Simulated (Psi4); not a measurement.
# Run report: C2H6Al, property calculation

System: C2H6Al, multiplicity 2, SMILES [CH3][Al][CH3].
Method: wB97M-V/def2-TZVP, UKS (Psi4 1.11).

The geometry comes from this level: PBE0-D4/def2-TZVP.

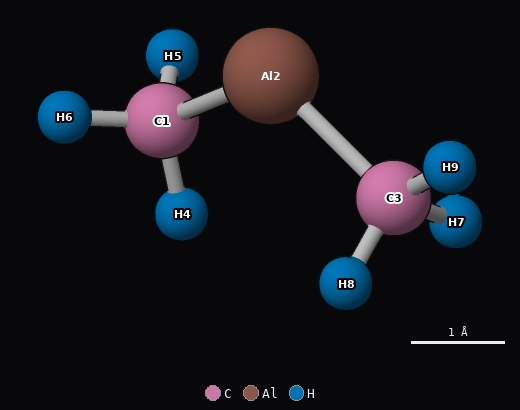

Fig. 1: The structure as given in the input (ball-and-stick view, seen at a tilt; atoms are numbered from 1 in the order of the input). Sticks mark near contacts.

## Input file (calc.dat)
```
memory 1600 MB

molecule {
  0 2
  C     -1.53200097     2.13652436    -1.77917715
  Al     1.38138980     1.33320178     0.40043297
  C      1.65785673    -2.10024161     1.80997968
  H     -2.77374001     0.49983256    -2.02011723
  H     -0.91065902     2.76070090    -3.65076190
  H     -2.64845116     3.68496594    -0.98209067
  H      1.72966632    -3.47369456     0.25964837
  H     -0.04119603    -2.52826458     2.91679227
  H      3.30456407    -2.40051910     3.01297933
  units au
  symmetry c1
}

set {
  basis def2-TZVP
  reference uks
  puream true
  scf_type pk
  dft_radial_points 35
  dft_spherical_points 110
  maxiter 100
}

e, wfn = energy("wb97m-v", return_wfn=True)
oeprop(wfn, "DIPOLE", "QUADRUPOLE", "MULLIKEN_CHARGES", "LOWDIN_CHARGES")
```

Run as:
```bash
psi4 calc.dat calc.out -n 1
```

## Log
```
Psi4 1.11 release

   => Loading Basis Set <=

    Name: DEF2-TZVP
    Role: ORBITAL
    Keyword: BASIS

         ---------------------------------------------------------
                                   SCF
                              UKS Reference
                        1 Threads,   1525 MiB Core
         ---------------------------------------------------------

  ==> Geometry <==

    Molecular point group: c1
    Full point group: C1

    Geometry (in Bohr), charge = 0, multiplicity = 2:

       Center              X                  Y                   Z               Mass
    ------------   -----------------  -----------------  -----------------  -----------------
         C           -2.188374514864     1.523868313328    -1.966921049340    12.000000000000
         AL           0.725016255136     0.720545733328     0.212689070660    26.981538530000
         C            1.001483185136    -2.712897656672     1.622235780660    12.000000000000
         H           -3.430113554864    -0.112823486672    -2.207861129340     1.007825032230
         H           -1.567032564864     2.148044853328    -3.838505799340     1.007825032230
         H           -3.304824704864     3.072309893328    -1.169834569340     1.007825032230
         H            1.073292775136    -4.086350606672     0.071904470660     1.007825032230
         H           -0.697569574864    -3.140920626672     2.729048370660     1.007825032230
         H            2.648190525136    -3.013175146672     2.825235430660     1.007825032230

  Running in c1 symmetry.

  Rotational constants: A =      0.79352  B =      0.17238  C =      0.14944 [cm^-1]
  Rotational constants: A =  23789.08606  B =   5167.87198  C =   4480.17148 [MHz]
  Nuclear repulsion =   88.857473569738161

  Charge       = 0
  Multiplicity = 2
  Electrons    = 31
  Nalpha       = 16
  Nbeta        = 15

  ==> Algorithm <==

  SCF Algorithm Type is PK.
  DIIS enabled.
  MOM disabled.
  Fractional occupation disabled.
  Guess Type is SAD.
  Energy threshold   = 1.00e-06
  Density threshold  = 1.00e-06
  Integral threshold = 1.00e-12

  ==> Primary Basis <==

  Basis Set: DEF2-TZVP
    Blend: DEF2-TZVP
    Number of shells: 59
    Number of basis functions: 135
    Number of Cartesian functions: 150
    Spherical Harmonics?: true
    Max angular momentum: 3

  ==> DFT Potential <==

   => LibXC <=

    Version 7.1.2

   => Composite Functional: WB97M-V <=

    wB97M-V Hyb-GGA Exchange-Correlation Functional

    Deriv               =              1
    GGA                 =           TRUE
    Meta                =           TRUE

    Exchange Hybrid     =           TRUE
    MP2 Hybrid          =          FALSE

   => Exchange-Correlation Functionals <=

    1.0000   wB97M-V exchange-correlation functional

   => Exact (HF) Exchange <=

    0.8500            HF,LR [omega = 0.3000]
    0.1500               HF

   => LibXC Density Thresholds  <==

    XC_HYB_MGGA_XC_WB97M_V:  1.00E-13

   => VV10 Non-Local Parameters <=

    VV10 B              =     6.0000E+00
    VV10 C              =     1.0000E-02

   => Molecular Quadrature <=

    Radial Scheme          =       TREUTLER
    Pruning Scheme         =           NONE
    Nuclear Scheme         =       TREUTLER

    Blocking Scheme        =         OCTREE
    BS radius alpha        =              1
    Pruning alpha          =              1
    Radial Points          =             35
    Spherical Points       =            110
    Total Points           =          33789
    Total Blocks           =            324
    Max Points             =            253
    Max Functions          =            134
    Weights Tolerance      =       1.00E-15

  ==> Integral Setup <==

  Using integral reordering PK algorithm.
  Sizing the integral batches needed.
  Building batch lookup table.
   Calculation information:
      Number of atoms:                   9
      Number of AO shells:              59
      Number of primitives:            103
      Number of atomic orbitals:       150
      Number of basis functions:       135

      Integral cutoff                 1.00e-12
      Number of threads:                 1

	Batch   1 pq = [       0,    9180] index = [             0,42140790] size =     42140790
  Task number: 2
  Buffer size: 30375000
  Buffer per thread: 2
  We computed 1426455 shell quartets total.
  Whereas there are 1567335 unique shell quartets.

  Computing range-separated integrals for PK
  wK Task number: 1
  wK Buffer size: 60750000
  wK Buffer per thread: 1
  We computed 1379573 wK shell quartets total.
  Whereas there are 1567335 wK unique shell quartets.

  ==> DiskJK: Disk-Based J/K Matrices <==

    J tasked:                  Yes
    K tasked:                  Yes
    wK tasked:                 Yes
    Omega:               3.000E-01
    Memory [MiB]:             1029
    Schwarz Cutoff:          1E-12

  Cached 33.3% of DFT collocation blocks in 0.091 [GiB].

  Minimum eigenvalue in the overlap matrix is 1.5913943102E-03.
  Reciprocal condition number of the overlap matrix is 2.2336981324E-04.
    Using symmetric orthogonalization.

  ==> Pre-Iterations <==

  SCF Guess: Superposition of Atomic Densities via on-the-fly atomic UHF (no occupation information).

   -------------------------
    Irrep   Nso     Nmo
   -------------------------
     A        135     135
   -------------------------
    Total     135     135
   -------------------------

  ==> Iterations <==

                        Total Energy        Delta E     RMS |[F,P]|

   @UKS iter SAD:  -321.28122852284099   -3.21281e+02   0.00000e+00
   @UKS iter   1:  -321.81939470379479   -5.38166e-01   6.28429e-03 DIIS/ADIIS
   @UKS iter   2:  -321.95110696858967   -1.31712e-01   4.80640e-03 DIIS/ADIIS
   @UKS iter   3:  -322.17295545444210   -2.21848e-01   2.86143e-04 DIIS/ADIIS
   @UKS iter   4:  -322.17411202364497   -1.15657e-03   9.66763e-05 DIIS
   @UKS iter   5:  -322.17423976334766   -1.27740e-04   2.12948e-05 DIIS
   @UKS iter   6:  -322.17425650519453   -1.67418e-05   5.16730e-06 DIIS
   @UKS iter   7:  -322.17425798564415   -1.48045e-06   1.90000e-06 DIIS
   @UKS iter   8:  -322.17425813630905   -1.50665e-07   8.04906e-07 DIIS
  Energy and wave function converged.

  ==> Post-Iterations <==

   Electrons on quadrature grid:
      Nalpha   =   16.0002590360 ; deviation = 2.590e-04
      Nbeta    =   15.0002656227 ; deviation = 2.656e-04
      Ntotal   =   31.0005246587 ; deviation = 5.247e-04

   @Spin Contamination Metric:   1.078765775E-03
   @S^2 Expected:                7.500000000E-01
   @S^2 Observed:                7.510787658E-01
   @S   Expected:                5.000000000E-01
   @S   Observed:                5.000000000E-01

    Orbital Energies [Eh]
    ---------------------

    Alpha Occupied:

       1A    -56.288424     2A    -10.309051     3A    -10.308433
       4A     -4.273787     5A     -2.790348     6A     -2.787935
       7A     -2.781933     8A     -0.797755     9A     -0.786597
      10A     -0.499085    11A     -0.493672    12A     -0.485979
      13A     -0.485721    14A     -0.469779    15A     -0.370727
      16A     -0.241708

    Alpha Virtual:

      17A      0.020329    18A      0.078213    19A      0.087002
      20A      0.152936    21A      0.167019    22A      0.168066
      23A      0.171702    24A      0.190830    25A      0.195598
      26A      0.233703    27A      0.247713    28A      0.252347
      29A      0.267157    30A      0.285413    31A      0.291706
      32A      0.303049    33A      0.315867    34A      0.332485
      35A      0.341075    36A      0.362998    37A      0.369350
      38A      0.370214    39A      0.446995    40A      0.486409
      41A      0.501093    42A      0.535278    43A      0.540348
      44A      0.546827    45A      0.552646    46A      0.584744
      47A      0.690395    48A      0.704641    49A      0.744718
      50A      0.762354    51A      0.779775    52A      0.804414
      53A      0.813921    54A      0.828177    55A      0.839109
      56A      0.852998    57A      0.866237    58A      0.868331
      59A      0.935880    60A      1.027516    61A      1.031230
      62A      1.031339    63A      1.083901    64A      1.095846
      65A      1.161515    66A      1.170608    67A      1.218432
      68A      1.226959    69A      1.259118    70A      1.295802
      71A      1.566274    72A      1.584967    73A      1.631233
      74A      1.636612    75A      1.659587    76A      1.670444
      77A      1.677489    78A      1.684398    79A      1.895841
      80A      1.908719    81A      1.964120    82A      1.989188
      83A      2.011590    84A      2.060247    85A      2.079691
      86A      2.109382    87A      2.128725    88A      2.150093
      89A      2.224752    90A      2.290130    91A      2.301875
      92A      2.337482    93A      2.363649    94A      2.408283
      95A      2.450697    96A      2.459553    97A      2.463287
      98A      2.479437    99A      2.651786   100A      2.657684
     101A      2.668201   102A      2.685111   103A      2.711868
     104A      2.932409   105A      2.939939   106A      3.178273
     107A      3.190962   108A      3.202489   109A      3.215657
     110A      3.229486   111A      3.248499   112A      3.309399
     113A      3.326418   114A      3.345813   115A      3.393720
     116A      3.396373   117A      3.400188   118A      3.581284
     119A      3.599722   120A      3.615342   121A      3.618008
     122A      3.624124   123A      3.651102   124A      4.247351
     125A      4.259179   126A      4.267708   127A      4.277305
     128A      4.370875   129A      4.384093   130A      7.817052
     131A      9.385184   132A      9.495625   133A      9.753198
     134A     22.465061   135A     22.471670

    Beta Occupied:

       1A    -56.285894     2A    -10.306907     3A    -10.306360
       4A     -4.270553     5A     -2.788098     6A     -2.780554
       7A     -2.780089     8A     -0.793487     9A     -0.783162
      10A     -0.496577    11A     -0.491715    12A     -0.484026
      13A     -0.482356    14A     -0.450678    15A     -0.356726

    Beta Virtual:

      16A     -0.007737    17A      0.030784    18A      0.082540
      19A      0.092093    20A      0.161327    21A      0.169638
      22A      0.170545    23A      0.172550    24A      0.199068
      25A      0.202793    26A      0.239068    27A      0.257020
      28A      0.264469    29A      0.273084    30A      0.300688
      31A      0.302975    32A      0.308478    33A      0.322466
      34A      0.335091    35A      0.351655    36A      0.368901
      37A      0.371704    38A      0.383940    39A      0.452360
      40A      0.489293    41A      0.507915    42A      0.538328
      43A      0.546337    44A      0.549499    45A      0.556283
      46A      0.597610    47A      0.693899    48A      0.708100
      49A      0.758600    50A      0.778344    51A      0.791755
      52A      0.824038    53A      0.831591    54A      0.861575
      55A      0.862104    56A      0.884026    57A      0.900915
      58A      0.905315    59A      0.945908    60A      1.035693
      61A      1.038577    62A      1.054033    63A      1.091426
      64A      1.118643    65A      1.168063    66A      1.184016
      67A      1.233884    68A      1.243258    69A      1.271799
      70A      1.327592    71A      1.568545    72A      1.587106
      73A      1.633356    74A      1.638271    75A      1.663054
      76A      1.674664    77A      1.681696    78A      1.689658
      79A      1.905208    80A      1.913712    81A      1.969158
      82A      1.997784    83A      2.013502    84A      2.071520
      85A      2.087856    86A      2.128953    87A      2.136110
      88A      2.166464    89A      2.230016    90A      2.296272
      91A      2.310003    92A      2.344079    93A      2.367903
      94A      2.417637    95A      2.452949    96A      2.462321
      97A      2.467823    98A      2.483495    99A      2.654675
     100A      2.660560   101A      2.671748   102A      2.689387
     103A      2.723729   104A      2.937775   105A      2.945384
     106A      3.186061   107A      3.197768   108A      3.210716
     109A      3.223920   110A      3.237270   111A      3.257818
     112A      3.315070   113A      3.331043   114A      3.351245
     115A      3.400743   116A      3.403242   117A      3.404784
     118A      3.587525   119A      3.605540   120A      3.621456
     121A      3.623561   122A      3.631248   123A      3.657964
     124A      4.256140   125A      4.267558   126A      4.274854
     127A      4.283367   128A      4.377935   129A      4.391246
     130A      7.822516   131A      9.391626   132A      9.530148
     133A      9.755784   134A     22.467470   135A     22.473995

    Final Occupation by Irrep:
              A
    DOCC [    15 ]
    SOCC [     1 ]
    NA   [    16 ]
    NB   [    15 ]

  @UKS Final Energy:  -322.17425813630905

   => Energetics <=

    Nuclear Repulsion Energy =             88.8574735697381612
    One-Electron Energy =                -619.6626924641648202
    Two-Electron Energy =                 231.5824375844272254
    DFT Exchange-Correlation Energy =     -23.0777393837854063
    Empirical Dispersion Energy =           0.0000000000000000
    VV10 Nonlocal Energy =                  0.1262625574757637
    Total Energy =                       -322.1742581363090494

  UHF NO Occupations:
  HONO-2 :   14  A 1.9998446
  HONO-1 :   15  A 1.9996644
  HONO-0 :   16  A 1.0000000
  LUNO+0 :   17  A 0.0003356
  LUNO+1 :   18  A 0.0001554
  LUNO+2 :   19  A 0.0000159
  LUNO+3 :   20  A 0.0000109

Computation Completed

Properties will be evaluated at   0.000000,   0.000000,   0.000000 [a0]

Properties computed using the SCF density matrix

 Multipole Moments:

 ------------------------------------------------------------------------------------
     Multipole            Electronic (a.u.)      Nuclear  (a.u.)        Total (a.u.)
 ------------------------------------------------------------------------------------

 L = 1.  Multiply by 2.5417464519 to convert [e a0] to [Debye]
 Dipole X            :          2.9158747           -2.9741938           -0.0583191
 Dipole Y            :          2.8431439           -2.8999966           -0.0568527
 Dipole Z            :          0.8757021           -0.8931669           -0.0174648
 Magnitude           :                                                    0.0832969

 ------------------------------------------------------------------------------------

	total time  =         75 seconds =       1.25 minutes

Properties will be evaluated at   0.000000,   0.000000,   0.000000 [a0]
OEProp: No title given, name of density matrix used for the following properties is 'SCF alpha density'

 Multipole Moments:

 ------------------------------------------------------------------------------------
     Multipole            Electronic (a.u.)      Nuclear  (a.u.)        Total (a.u.)
 ------------------------------------------------------------------------------------

 L = 1.  Multiply by 2.5417464519 to convert [e a0] to [Debye]
 Dipole X            :          2.9158747           -2.9741938           -0.0583191
 Dipole Y            :          2.8431439           -2.8999966           -0.0568527
 Dipole Z            :          0.8757021           -0.8931669           -0.0174648
 Magnitude           :                                                    0.0832969

 L = 2.  Multiply by 1.3450342976 to convert [e a0^2] to [Debye ang]
 Quadrupole XX       :        -96.9442643           75.3797511          -21.5645133
 Quadrupole XY       :         52.4368884          -52.8258063           -0.3889179
 Quadrupole XZ       :        -62.1720498           60.6882613           -1.4837886
 Quadrupole YY       :       -136.7705795          114.5501320          -22.2204475
 Quadrupole YZ       :         72.2453808          -71.3662100            0.8791709
 Quadrupole ZZ       :        -96.3484224           76.0027613          -20.3456611
 Traceless XX        :         13.0768244          -13.2644637           -0.1876393
 Traceless YY        :        -26.7494907           25.9059172           -0.8435735
 Traceless ZZ        :         13.6726663          -12.6414535            1.0312128

 ------------------------------------------------------------------------------------
  Mulliken Charges: (a.u.)
   Center  Symbol    Alpha    Beta     Spin     Total
       1     C     3.29720  3.24595  0.05125 -0.54315
       2    AL     6.75169  5.89119  0.86050  0.35711
       3     C     3.29175  3.23883  0.05292 -0.53058
       4     H     0.44639  0.43269  0.01370  0.12092
       5     H     0.44103  0.43937  0.00165  0.11960
       6     H     0.44113  0.43940  0.00173  0.11948
       7     H     0.44561  0.43695  0.00867  0.11744
       8     H     0.44562  0.43677  0.00885  0.11760
       9     H     0.43958  0.43884  0.00074  0.12158

   Total alpha = 16.00000, Total beta = 15.00000, Total charge =  0.00000

  Lowdin Charges: (a.u.)
   Center  Symbol    Alpha    Beta     Spin     Total
       1     C     3.29782  3.21710  0.08072 -0.51491
       2    AL     6.77277  5.97203  0.80074  0.25520
       3     C     3.29760  3.21553  0.08207 -0.51314
       4     H     0.44336  0.42973  0.01363  0.12691
       5     H     0.43652  0.43405  0.00248  0.12943
       6     H     0.43645  0.43396  0.00249  0.12958
       7     H     0.43791  0.43040  0.00750  0.13169
       8     H     0.43807  0.43036  0.00771  0.13158
       9     H     0.43950  0.43684  0.00267  0.12366

  Total alpha = 16.00000, Total beta = 15.00000, Total charge =  0.00000

    Psi4 run time: 0:01:15.51
```

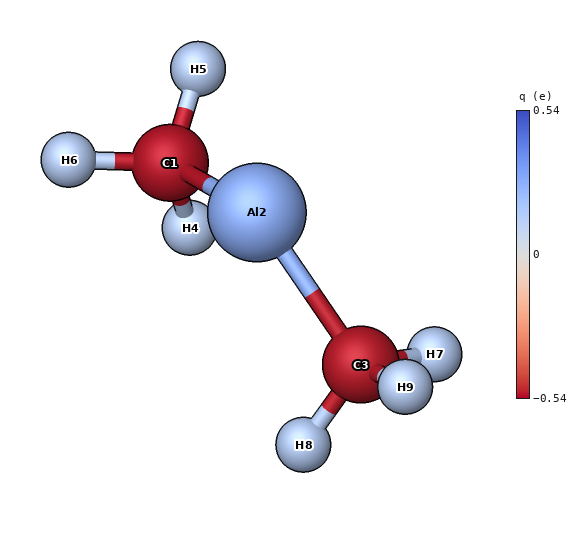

Fig. 2: Löwdin charges, as the colour of each atom (ball-and-stick view, seen at a tilt; atoms are numbered from 1 in the order of the input). By element: C −0.51, Al +0.26 and H +0.12 to +0.13 e.

## Summary

```csv
quantity,value
outcome,converged
total energy,−322.174258 hartree
basis functions,135
⟨S²⟩,0.751
dipole moment,0.21 D
hardware,"1 thread of AMD EPYC (Zen 5), 16 GiB of memory available, shared host"
wall time,77 s
peak memory,1.1 GiB
```
